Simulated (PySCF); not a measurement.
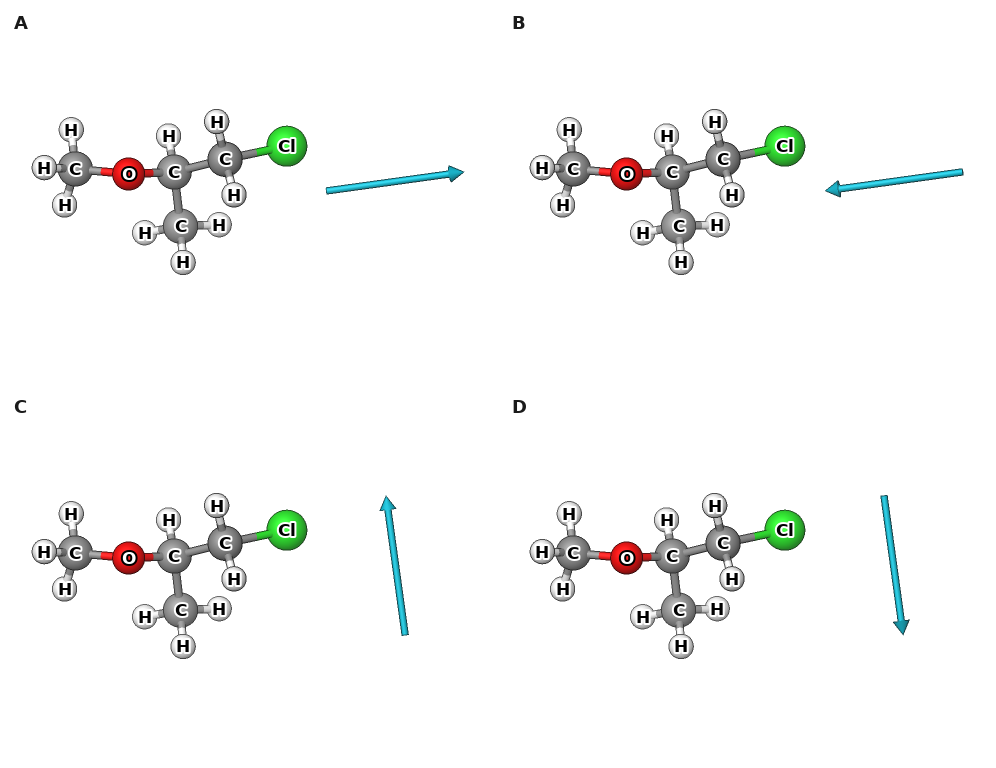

The same molecule four times, each with an arrow. The computed structure is the end point of a PBE0-D3(BJ)/def2-SVP optimisation. No frequency run is at hand to confirm it as a minimum. Properties computed with PBE0/pcSseg-1 in acetone (IEF-PCM) (PySCF 2.14.0).

### Which arrow points along the dipole moment, from the negative to the positive end?

B. The dipole moment is 2.55 D.
